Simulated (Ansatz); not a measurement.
**BN under a change: B vacancy, symmetric start**

Take an 8-atom supercell of BN in the zinc blende structure (space group F-43m, No. 216; a = 3.6051 Å) at its relaxed geometry as the base.

Modification: a neutral B vacancy, symmetric start, atoms relaxed at fixed cell.

The values are results of DFT with PBEsol, PAW potentials and a 420 eV plane-wave cutoff in Ansatz (a first-principles code), no spin-orbit coupling, earlier PAW set, not measurements. Γ-centred 7×7×7 mesh, Fermi–Dirac width 0.01 eV.

The pressure goes from zero to 3.7 GPa and the energy gained by relaxation is 0.59 eV. The mean distance from the defect site to its nearest host atoms goes up by 0.105 Å, from 1.56 Å to 1.67 Å.

Final structure:

```xyz
7
Lattice="-3.6051 0.0000 0.0000 0.0000 0.0000 3.6051 0.0000 3.6051 0.0000" Properties=species:S:1:pos:R:3 pbc="T T T"
N     -0.9617     2.6434     2.6434
N     -2.6434     0.9617     2.6434
N     -2.6434     2.6434     0.9617
N     -0.9617     0.9617     0.9617
B     -1.8026     1.8026     0.0000
B     -1.8026     0.0000     1.8026
B      0.0000     1.8026     1.8026
```

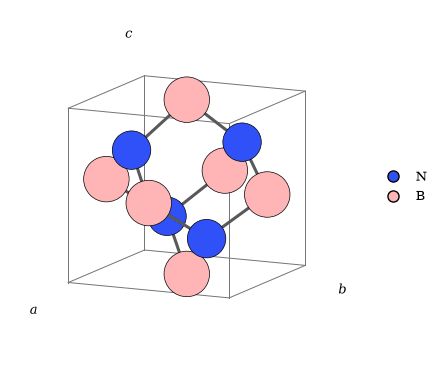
The relaxed cell after the change

Cost of the whole job for the changed cell (relaxation, final SCF and bands): about 16 core-seconds (a rough figure).

The magnetic state is the one reached from the starting moments; the real material's order can differ, and small cells can't hold many antiferromagnetic ones. In so small a cell the defect repeats every few ångströms: this is an ordered compound, not a dilute defect. A case with no gap was solved on a k-mesh chosen for an insulator, which is coarse for it. The defect started on the symmetric site and kept its symmetry, so it may sit on a saddle. The defect cell is spin-polarised and ends with 1.3 μB, a fractional moment that hangs on the mesh and smearing.
